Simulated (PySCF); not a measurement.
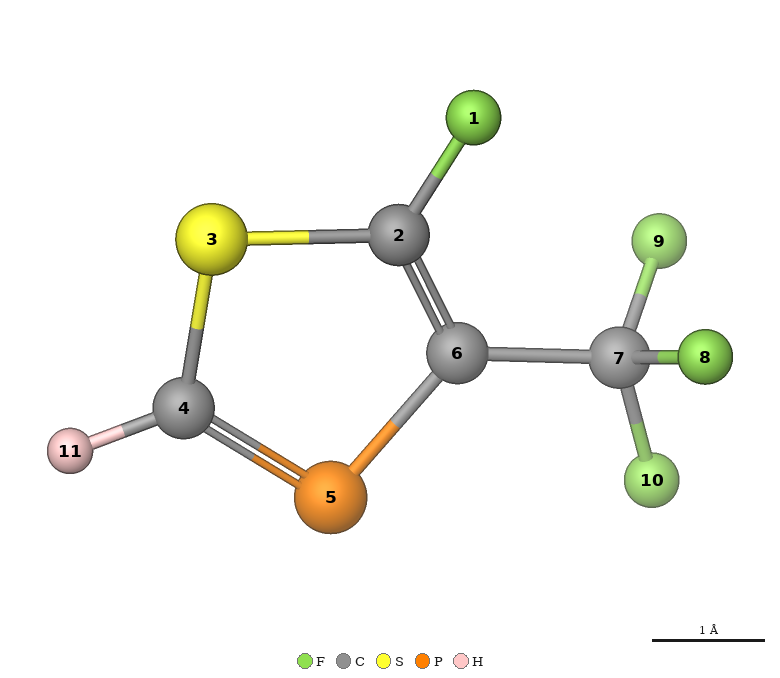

Orthographic view. Distant atoms are faded towards the background colour. Computed geometry: PBE0-D3(BJ)/def2-SVP optimisation. No frequency run is at hand to confirm it as a minimum.

Give the geometry as a Z-matrix, atoms in numerical order, with these reference atoms: 2 to 1; 3 to 2, 1; 4 to 3, 2, 1; 5 to 4, 3, 2; 6 to 2, 1, 3; 7 to 6, 2, 1; 8 to 7, 6, 2; 9 to 7, 8, 6; 10 to 7, 8, 9; 11 to 4, 5, 6.

```
F  
C    1   1.317
S    2   1.721   1   117.2
C    3   1.709   2    94.3   1   179.9
P    4   1.706   3   119.1   2     0.1
C    2   1.365   1   125.2   3   180.0
C    6   1.500   2   120.9   1    -0.2
F    7   1.335   6   111.9   2    62.1
F    7   1.335   8   107.1   6   122.7
F    7   1.335   8   107.5   9   115.4
H    4   1.093   5   124.7   6   180.0
```
